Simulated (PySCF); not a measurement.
**C₃H₇F₃Si₂: runs on many settings**

Which settings matter for C₃H₇F₃Si₂ (`FC(F)(F)C1[SiH2]C[SiH2]1`)?

Programs: PySCF 2.14.0, with density-fitted response routines of our own. Each step states its level of theory. These are calculated values for one molecule, in the gas phase or a continuum, unless marked as measured. Atoms are numbered from 0 throughout.

1 further run of the same task is left out (for a known fault of the program).

### 1 The starting structure

15 atoms, charge 0, multiplicity 1; geometry from: GFN2-xTB.

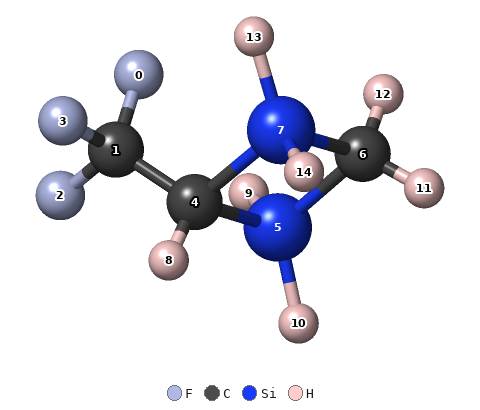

As it starts; fluorine light blue, carbon dark grey, silicon blue, hydrogen pink, atoms numbered.

### 2 Shielding tensors: PBE0/pcSseg-1

Job settings and geometry (Å):

```
{"job": {"kind": "nmr", "xc": "PBE0", "basis": "pcSseg-1"}, "charge": 0, "multiplicity": 1}
F      1.607544     0.429543     1.420707
C      1.840832     0.079402     0.136657
F      2.655208    -0.999193     0.204542
F      2.609999     1.071812    -0.367484
C      0.600395    -0.158932    -0.630301
Si    -0.593810    -1.395047     0.250187
C     -1.822147     0.073250     0.410887
Si    -0.654915     1.302398    -0.493765
H      0.901949    -0.430487    -1.640090
H     -0.069456    -1.924980     1.503903
H     -0.995233    -2.465784    -0.661384
H     -2.780851    -0.082235    -0.076319
H     -2.044516     0.350894     1.438056
H     -0.165581     2.422234     0.302700
H     -1.093831     1.735114    -1.820209
```

Method: GIAO PBE0/pcSseg-1 NMR shielding, non-relativistic, gas phase.

Launch:

```sh
$ OMP_NUM_THREADS=1 python probes_run.py task.json out
```

One launch serves the whole session: the jobs run in the order shown.

Standard output:

```text
coarse grid: 14104 points
cycle   1  E = -996.1130369608  dE =  9.931e-01  |g| = 9.333e-01  |ddm| = 3.488e+00
cycle   2  E = -995.9801928176  dE =  1.328e-01  |g| = 1.323e+00  |ddm| = 1.200e+00
cycle   3  E = -996.2686889924  dE = -2.885e-01  |g| = 7.144e-02  |ddm| = 7.243e-01
cycle   4  E = -996.2693988289  dE = -7.098e-04  |g| = 4.256e-02  |ddm| = 8.999e-02
cycle   5  E = -996.2698101039  dE = -4.113e-04  |g| = 7.250e-03  |ddm| = 4.118e-02
cycle   6  E = -996.2698236101  dE = -1.351e-05  |g| = 1.528e-03  |ddm| = 1.028e-02
cycle   7  E = -996.2698241549  dE = -5.448e-07  |g| = 3.984e-04  |ddm| = 1.902e-03
final grid: 129896 points
cycle   8  E = -996.3362527989  dE = -4.450e-05  |g| = 7.185e-03  |ddm| = 2.158e-02
cycle   9  E = -996.3362417868  dE =  1.101e-05  |g| = 1.044e-02  |ddm| = 1.332e-02
cycle  10  E = -996.3362639885  dE = -2.220e-05  |g| = 4.331e-04  |ddm| = 7.660e-03
cycle  11  E = -996.3362640098  dE = -2.129e-08  |g| = 2.247e-04  |ddm| = 4.608e-04
cycle  12  E = -996.3362640187  dE = -8.898e-09  |g| = 5.794e-05  |ddm| = 2.062e-04
cycle  13  E = -996.3362640194  dE = -7.246e-10  |g| = 1.676e-05  |ddm| = 6.099e-05
converged SCF energy = -996.3362640194

GIAO shielding tensors (ppm)
atom      isotropic    diamagn.    paramagn.     s11        s22        s33       span
  0 F      248.274     476.763    -228.488    159.791    243.208    341.824    182.033
  1 C       47.503     240.240    -192.737     35.898     44.555     62.055     26.157
  2 F      236.750     473.092    -236.342    150.492    221.882    337.875    187.383
  3 F      236.773     473.079    -236.306    150.553    222.015    337.751    187.198
  4 C      162.098     262.065     -99.968    141.560    163.539    181.195     39.635
  5 Si     383.001     880.512    -497.511    355.601    366.574    426.828     71.227
  6 C      194.178     258.373     -64.195    176.286    201.736    204.512     28.226
  7 Si     382.989     880.505    -497.516    355.640    366.725    426.602     70.962
  8 H       29.645      31.985      -2.340     25.808     29.182     33.945      8.137
  9 H       26.667      29.339      -2.672     23.351     25.588     31.061      7.710
 10 H       26.839      29.442      -2.604     23.595     24.741     32.180      8.585
 11 H       31.130      30.009       1.121     27.015     27.340     39.035     12.020
 12 H       30.956      30.792       0.165     27.024     27.607     38.237     11.213
 13 H       26.664      29.330      -2.666     23.345     25.583     31.063      7.719
 14 H       26.835      29.438      -2.602     23.594     24.738     32.174      8.580
```

It took 43 s on 1 thread of Arm Neoverse N1, shared host; peak memory 0.83 GiB.

The references, computed at this level on geometries of the same kind, shield at (ppm): 1H TMS 31.72, 13C TMS 186.9, 29Si TMS 349.2, 19F CFCl3 170.9. Their shielding less the atom's gives the shift. The references are single molecules in the gas phase, so shifts against H2O, NH3, PH3, H3PO4 or CFCl3 are not on the usual liquid scales and can be off by tens of ppm. Atoms listed in one row are averaged.

| atoms | environment | σ (ppm) | δ (ppm) | δ scaled to CDCl3 |
| --- | --- | --- | --- | --- |
| C1 | CF3 carbon | 47.5 | 139.4 | 134.2 |
| C4 | sp3 CH bonded to 2 Si | 162.1 | 24.8 | 22.3 |
| C6 | sp3 CH2 bonded to 2 Si | 194.2 | -7.3 | -9.0 |
| H9, H13 | hydrogen on a silicon bonded to 2 C, in a 4-membered ring | 26.67 | 5.05 | – |
| H10, H14 | hydrogen on a silicon bonded to 2 C, in a 4-membered ring | 26.84 | 4.88 | – |
| H8 | hydrogen on an sp3 CH bonded to 2 Si | 29.65 | 2.07 | 2.06 |
| H12 | hydrogen on an sp3 CH2 bonded to 2 Si | 30.96 | 0.76 | 0.82 |
| H11 | hydrogen on an sp3 CH2 bonded to 2 Si | 31.13 | 0.59 | 0.66 |
| F0, F2, F3 | fluorine of a CF3 group | 240.6 | -69.7 | – |
| Si5, Si7 | silicon bonded to 2 C, 2 H, in a 4-membered ring | 383.0 | -33.8 | – |

The scaled column applies a straight-line fit of computed shieldings to shifts measured in CDCl3; 19F shifts take a fit of their own (root-mean-square error 0.16 ppm for H, 1.9 ppm for C).

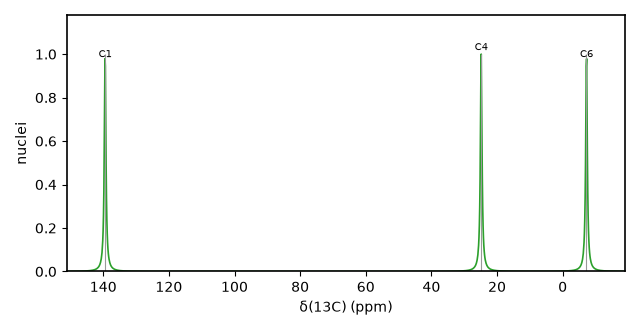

13C lines at the computed shifts, without couplings. Lines are broadened to a width of 0.59 ppm (Lorentzian).

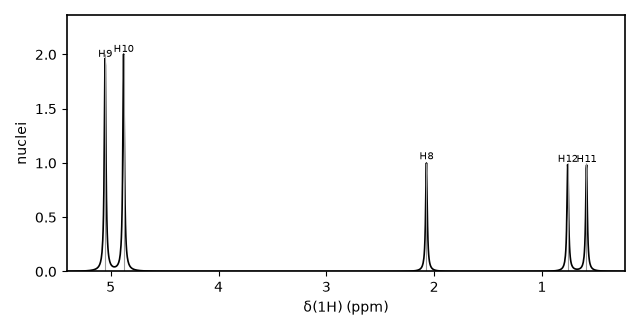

1H lines at the computed shifts, without couplings. Lines are broadened to a width of 0.02 ppm (Lorentzian).

The run also stored atomic charges by several schemes (e):

| atoms | Mulliken | IAO | Hirshfeld | ESP fit |
| --- | --- | --- | --- | --- |
| F0, F2, F3 | -0.28 | -0.29 | -0.10 | -0.20 |
| C1 | 0.84 | 0.80 | 0.25 | 0.55 |
| C4 | -0.87 | -0.71 | -0.23 | -0.49 |
| Si5, Si7 | 0.70 | 0.77 | 0.35 | 0.48 |
| C6 | -0.83 | -0.83 | -0.25 | -0.49 |

IAO charges:

F0 -0.30; C1 0.80; F2 -0.29; F3 -0.29; C4 -0.71; Si5 0.77; C6 -0.83; Si7 0.77; H8 0.18; H9 -0.10; H10 -0.11; H11 0.16; H12 0.17; H13 -0.10; H14 -0.11

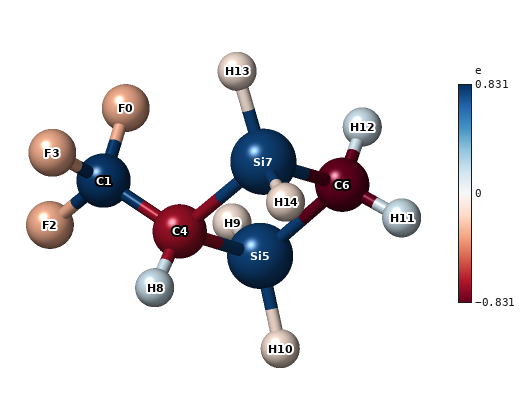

IAO charges, as colours on the atoms.

Mayer bond orders: F0–C1 0.95, C1–F2 0.99, C1–F3 0.99, C1–C4 1.05, C4–Si5 0.82, Si5–C6 0.91, C6–Si7 0.91, Si7–C4 0.82.

Ring of atoms C4, Si5, C6, Si7: NICS(0) 0.9, NICS(1) -0.6, NICS(1)zz 5.3 ppm (means of both faces). The ring holds saturated atoms, so no π current runs round it: these values come from its σ bonds, any local π bonds and neighbouring rings, and say nothing of aromaticity.

### 3 TDDFT and polarisability: PBE0/def2-SVPD

Settings changed since step 2:

```diff
@@ -1,2 +1,2 @@
-{"job": {"kind": "nmr", "xc": "PBE0", "basis": "pcSseg-1"}, "charge": 0, "multiplicity": 1}
+{"job": {"kind": "uv", "xc": "PBE0", "basis": "def2-SVPD", "nstates": 6, "ntriplets": 2}, "charge": 0, "multiplicity": 1}
 F      1.607544     0.429543     1.420707
```

Method: TDDFT PBE0/def2-SVPD, vertical, gas phase, core orbitals frozen in the response.

Standard output:

```text
coarse grid: 14104 points
cycle   1  E = -995.6479864167  dE =  9.470e-01  |g| = 8.790e-01  |ddm| = 4.745e+00
cycle   2  E = -995.5259890005  dE =  1.220e-01  |g| = 1.230e+00  |ddm| = 2.056e+00
cycle   3  E = -995.7944883209  dE = -2.685e-01  |g| = 6.993e-02  |ddm| = 1.184e+00
cycle   4  E = -995.7952480559  dE = -7.597e-04  |g| = 3.893e-02  |ddm| = 1.381e-01
cycle   5  E = -995.7956099544  dE = -3.619e-04  |g| = 7.185e-03  |ddm| = 5.501e-02
cycle   6  E = -995.7956246082  dE = -1.465e-05  |g| = 1.423e-03  |ddm| = 1.654e-02
cycle   7  E = -995.7956251742  dE = -5.660e-07  |g| = 3.814e-04  |ddm| = 3.440e-03
final grid: 129896 points
cycle   8  E = -995.9238789247  dE = -3.484e-05  |g| = 7.603e-03  |ddm| = 7.582e-02
cycle   9  E = -995.9238660440  dE =  1.288e-05  |g| = 1.106e-02  |ddm| = 1.855e-02
cycle  10  E = -995.9238913779  dE = -2.533e-05  |g| = 3.645e-04  |ddm| = 1.074e-02
cycle  11  E = -995.9238913988  dE = -2.089e-08  |g| = 1.994e-04  |ddm| = 8.202e-04
cycle  12  E = -995.9238914075  dE = -8.728e-09  |g| = 4.889e-05  |ddm| = 2.770e-04
cycle  13  E = -995.9238914081  dE = -5.748e-10  |g| = 1.526e-05  |ddm| = 8.722e-05
converged SCF energy = -995.9238914081

Static polarisability (au): isotropic 87.029, principal 75.339 88.292 97.458

Singlet excitations
state   eV       nm        f      main configurations
  1   6.4880    191.1   0.00285   H->L 0.99
  2   7.1277    173.9   0.00155   H-1->L 0.98
  3   7.4287    166.9   0.07875   H-2->L 0.53, H->L+2 0.40
  4   7.4481    166.5   0.08438   H->L+2 0.57, H-2->L 0.39
  5   7.5761    163.7   0.01857   H->L+1 0.97
  6   7.7584    159.8   0.00014   H-1->L+2 0.64, H-3->L 0.32

Triplet excitations (Tamm-Dancoff, eV): 6.2001 6.5797
```

Wall time 70 s (1 thread of Arm Neoverse N1, shared host); peak memory 0.96 GiB.

Frontier orbitals and where they lie:

| orbital | eV | atoms |
| --- | --- | --- |
| HOMO−3 | -9.73 | Si5 16 %, Si7 16 %, H10 11 % |
| HOMO−2 | -9.04 | C4 26 %, C6 23 %, Si7 15 % |
| HOMO−1 | -8.87 | C6 29 %, C4 26 %, Si5 10 % |
| HOMO | -8.48 | C6 22 %, Si7 17 %, Si5 17 % |
| LUMO | -0.56 | Si7 20 %, Si5 20 %, C6 12 % |
| LUMO+1 | 0.27 | Si7 22 %, Si5 22 %, C6 8 % |
| LUMO+2 | 0.37 | Si7 18 %, Si5 18 %, C6 15 % |

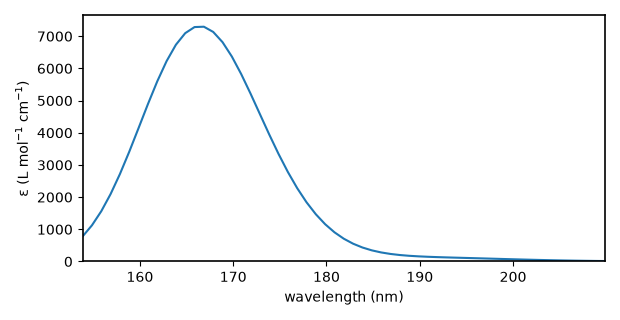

Absorption spectrum: each of the 6 states is a Gaussian band of 0.4 eV half-width at 1/e. Beyond the last state computed it falls off for lack of states.

Ground-state properties from the same run:

| property | computed |
| --- | --- |
| dipole moment (D) | 3.12 |
| polarisability (Å³) | 12.90 |
| HOMO–LUMO gap (eV) | 7.92 |
| −ε(HOMO) (eV) | 8.48 |

### 4 NMR shieldings: PBE0/def2-SVP

Settings changed since step 3:

```diff
@@ -1,2 +1,2 @@
-{"job": {"kind": "uv", "xc": "PBE0", "basis": "def2-SVPD", "nstates": 6, "ntriplets": 2}, "charge": 0, "multiplicity": 1}
+{"job": {"kind": "nmr", "xc": "PBE0", "basis": "def2-SVP", "pop": false}, "charge": 0, "multiplicity": 1}
 F      1.607544     0.429543     1.420707
```

Level: GIAO PBE0/def2-SVP NMR shielding, non-relativistic, gas phase.

Standard output:

```text
coarse grid: 14104 points
cycle   1  E = -995.6016275421  dE =  9.482e-01  |g| = 9.360e-01  |ddm| = 3.874e+00
cycle   2  E = -995.4656943790  dE =  1.359e-01  |g| = 1.305e+00  |ddm| = 1.685e+00
cycle   3  E = -995.7649988346  dE = -2.993e-01  |g| = 6.995e-02  |ddm| = 9.910e-01
cycle   4  E = -995.7657769408  dE = -7.781e-04  |g| = 4.072e-02  |ddm| = 1.042e-01
cycle   5  E = -995.7661930654  dE = -4.161e-04  |g| = 6.293e-03  |ddm| = 4.508e-02
cycle   6  E = -995.7662041511  dE = -1.109e-05  |g| = 1.564e-03  |ddm| = 1.019e-02
cycle   7  E = -995.7662047932  dE = -6.421e-07  |g| = 3.282e-04  |ddm| = 2.207e-03
final grid: 129896 points
cycle   8  E = -995.8944770035  dE = -2.907e-05  |g| = 7.581e-03  |ddm| = 2.152e-02
cycle   9  E = -995.8944645342  dE =  1.247e-05  |g| = 1.090e-02  |ddm| = 1.568e-02
cycle  10  E = -995.8944895638  dE = -2.503e-05  |g| = 3.010e-04  |ddm| = 9.280e-03
cycle  11  E = -995.8944895774  dE = -1.360e-08  |g| = 1.779e-04  |ddm| = 4.804e-04
cycle  12  E = -995.8944895847  dE = -7.214e-09  |g| = 4.165e-05  |ddm| = 1.965e-04
cycle  13  E = -995.8944895851  dE = -4.625e-10  |g| = 1.196e-05  |ddm| = 5.715e-05
converged SCF energy = -995.8944895851

GIAO shielding tensors (ppm)
atom      isotropic    diamagn.    paramagn.     s11        s22        s33       span
  0 F      273.302     477.225    -203.923    190.694    274.711    354.502    163.808
  1 C       61.956     244.459    -182.503     51.529     60.789     73.549     22.020
  2 F      262.595     470.232    -207.637    179.748    258.869    349.169    169.421
  3 F      262.621     470.208    -207.587    179.799    259.015    349.050    169.251
  4 C      174.913     257.592     -82.680    156.066    176.520    192.152     36.086
  5 Si     442.542     882.077    -439.535    413.840    428.477    485.310     71.470
  6 C      203.415     250.226     -46.811    188.073    210.207    211.965     23.892
  7 Si     442.543     882.072    -439.529    413.894    428.626    485.108     71.214
  8 H       29.878      32.259      -2.381     26.213     29.431     33.991      7.778
  9 H       26.774      30.339      -3.565     23.625     25.667     31.029      7.404
 10 H       26.963      30.281      -3.319     23.897     24.825     32.167      8.270
 11 H       31.232      29.996       1.236     27.121     27.522     39.052     11.931
 12 H       31.101      30.491       0.610     27.298     27.622     38.384     11.086
 13 H       26.771      30.329      -3.558     23.619     25.662     31.032      7.413
 14 H       26.960      30.276      -3.316     23.896     24.823     32.160      8.264
```

It took 29 s on 1 thread of Arm Neoverse N1, shared host; peak memory 0.77 GiB.

Key values: δ C1 134.2, C4 21.2, C6 -7.3, F0 -57.3, H9 5.03, H10 4.84 ppm (means over like atoms).

### 5 NMR shieldings: CAM-B3LYP/pcSseg-1 in water

Settings changed since step 4:

```diff
@@ -1,2 +1,2 @@
-{"job": {"kind": "nmr", "xc": "PBE0", "basis": "def2-SVP", "pop": false}, "charge": 0, "multiplicity": 1}
+{"job": {"kind": "nmr", "xc": "CAM-B3LYP", "basis": "pcSseg-1", "solvent": "water", "pop": true, "scf": {"aux": "def2-qzvpp-jkfit", "conv": 1e-07}}, "charge": 0, "multiplicity": 1}
 F      1.607544     0.429543     1.420707
```

Level: GIAO CAM-B3LYP/pcSseg-1 NMR shielding, non-relativistic, IEF-PCM water.

Standard output:

```text
final grid: 129896 points
cycle   1  E = -996.7157526136  dE =  1.112e+00  |g| = 9.915e-01  |ddm| = 3.430e+00
cycle   2  E = -996.6692966945  dE =  4.646e-02  |g| = 1.217e+00  |ddm| = 1.068e+00
cycle   3  E = -996.8910092114  dE = -2.217e-01  |g| = 6.736e-02  |ddm| = 5.597e-01
cycle   4  E = -996.8917194149  dE = -7.102e-04  |g| = 3.662e-02  |ddm| = 7.336e-02
cycle   5  E = -996.8919988960  dE = -2.795e-04  |g| = 5.903e-03  |ddm| = 3.126e-02
cycle   6  E = -996.8920078732  dE = -8.977e-06  |g| = 1.288e-03  |ddm| = 7.646e-03
cycle   7  E = -996.8920083063  dE = -4.330e-07  |g| = 3.421e-04  |ddm| = 1.898e-03
cycle   8  E = -996.8920083335  dE = -2.725e-08  |g| = 1.811e-04  |ddm| = 5.200e-04
converged SCF energy = -996.8920083335

GIAO shielding tensors (ppm)
atom      isotropic    diamagn.    paramagn.     s11        s22        s33       span
  0 F      252.566     478.482    -225.916    161.190    250.034    346.474    185.283
  1 C       41.475     241.251    -199.776     27.145     36.155     61.126     33.981
  2 F      241.527     474.422    -232.895    153.211    228.458    342.913    189.702
  3 F      241.549     474.407    -232.858    153.265    228.594    342.787    189.522
  4 C      159.253     262.660    -103.407    138.068    160.599    179.091     41.023
  5 Si     375.540     880.283    -504.743    348.547    360.265    417.807     69.261
  6 C      192.111     257.892     -65.781    172.653    200.634    203.044     30.391
  7 Si     375.521     880.274    -504.754    348.595    360.383    417.585     68.990
  8 H       29.457      31.763      -2.306     25.629     28.945     33.797      8.168
  9 H       26.929      29.692      -2.762     23.661     25.865     31.262      7.601
 10 H       27.000      29.524      -2.524     23.767     24.848     32.386      8.618
 11 H       31.044      29.807       1.238     26.939     27.285     38.909     11.970
 12 H       30.954      30.759       0.194     27.079     27.660     38.123     11.045
 13 H       26.926      29.680      -2.754     23.655     25.859     31.264      7.609
 14 H       26.998      29.520      -2.522     23.767     24.846     32.380      8.613
```

Wall time 52 s (1 thread of Arm Neoverse N1, shared host); peak memory 1 GiB.

Key values: σ C1 41.5, C4 159.3, C6 192.1, F0 245.2, H9 26.93, H10 27.00 ppm (means over like atoms).

### 6 Comparing the runs: NMR shifts

Shifts (ppm) of some atoms, chosen among heavy atoms and hydrogens apart, means over like atoms, with basis size and wall time:

| run | C1 | C4 | C6 | H9 | H8 | H11 | Si5 | functions | time |
| --- | --- | --- | --- | --- | --- | --- | --- | --- | --- |
| PBE0/pcSseg-1 | 139.4 | 24.8 | -7.3 | 5.05 | 2.07 | 0.59 | -33.8 | 185 | 43 s |
| PBE0/def2-SVP | 134.2 | 21.2 | -7.3 | 5.03 | 1.93 | 0.57 | -38.8 | 155 | 29 s |
| CAM-B3LYP/pcSseg-1 in water | 144.6 | 26.8 | -6.1 | 4.83 | 2.30 | 0.71 | -34.9 | 185 | 52 s |

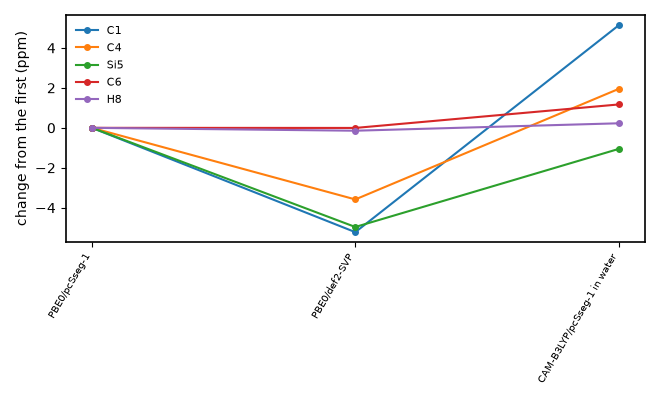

How five of the tabulated atoms move from run to run.

### 7 What came out

```
                                                                 quantity                             value
                                   13C shifts against TMS (PBE0/pcSseg-1)             139.4, 24.8, -7.3 ppm
   1H shifts against TMS (PBE0/pcSseg-1, means over atoms taken as alike)  5.05, 4.88, 2.07, 0.76, 0.59 ppm
19F shifts against CFCl3 (PBE0/pcSseg-1, means over atoms taken as alike)                         -69.7 ppm
 29Si shifts against TMS (PBE0/pcSseg-1, means over atoms taken as alike)                         -33.8 ppm
                                          lowest singlet (PBE0/def2-SVPD)       6.49 eV (191 nm), f = 0.003
                                 brightest single state of those computed       state 4, 7.45 eV, f = 0.084
                                                           lowest triplet                           6.20 eV
                                                 range of the shift of C1                134.2 to 144.6 ppm
```

What this shows: Single values in the summary come from the first sound run of each kind (PBE0/pcSseg-1; PBE0/def2-SVPD), which need not be the best level. At PBE0/pcSseg-1: Shielding is most anisotropic at F0, F2, F3 (span 186 ppm, paramagnetic term -234 ppm). The lowest singlet, at 6.49 eV, is HOMO→LUMO 0.99 and is weak; of the 6 states computed, the strongest absorption comes from states 3 to 4 together at 7.45 eV. The lowest triplet lies 0.29 eV below the lowest singlet (triplets in Tamm-Dancoff, singlets in full TDDFT). Among the atoms with a shift in every run: In ppm, C1 moves most: its shift spreads over 10.4 ppm, from 134.2 (PBE0/def2-SVP) to 144.6 (CAM-B3LYP/pcSseg-1 in water). Each shift counts from a reference computed in the same medium, and that reference moves with the solvent too, so shifts and shieldings show the solvent's effect differently.
